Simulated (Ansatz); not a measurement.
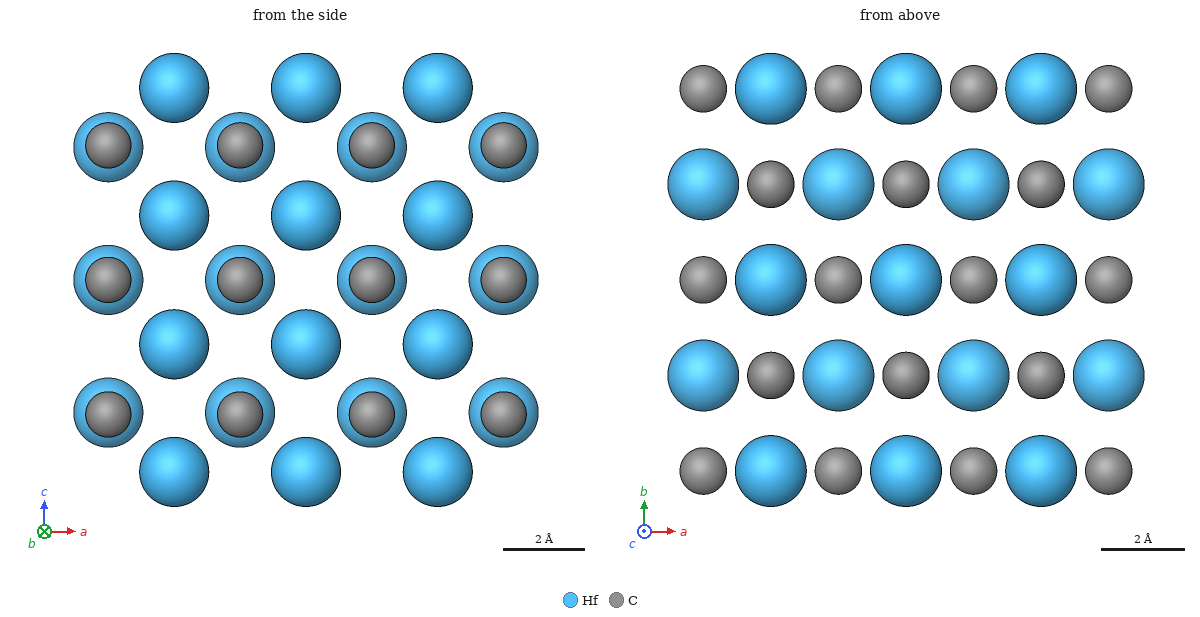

A spheres-only picture of a periodic slab, seen from the side and from above. The surface normal points up in side views; the vacuum is left out. 3×2 cells are drawn in the plane, with atoms at the edges repeated.

The cell holds 7 Hf, 7 C. The slab was cut from bulk HfC (Fm-3m).

**How is each face terminated?**

The top face ends in C and Hf, the bottom face in C and Hf. The two faces are alike.

**Estimate the thickness.**

About 10 Å from the lowest to the highest atom.

**Go down through the slab and list the planes.**

Seven planes: HfC / HfC / HfC / HfC / HfC / HfC / HfC.

**Index the surface.**

(1 1 0).

Computed with DFT PBE, scalar-relativistic, plane waves, PAW in Ansatz. Settings: a 420 eV plane-wave basis, an 11×8×1 k-point grid, Gaussian smearing of 0.1 eV, no spin polarisation.

**State the work functions.**

3.71 eV on both faces.

The structure was taken from a structure type filled with these elements by a generator (whether the compound takes this form wasn't checked); a slab was cut from it. The atoms were relaxed in a fixed cell with DFT PBE, scalar-relativistic, plane waves, PAW in Ansatz 0.2.0.
